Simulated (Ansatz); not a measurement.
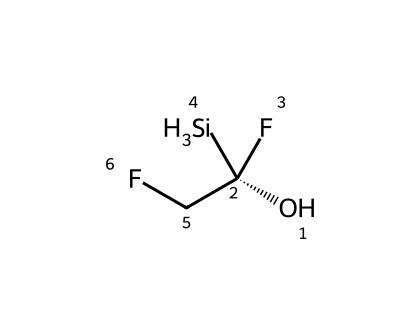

A structural formula, with wedges where it has stereocentres; small numbers name the atoms. The configuration is that of a computed structure (PBE-D4/def2-SVP).

> Give the R/S and E/Z labels.

C2: S.
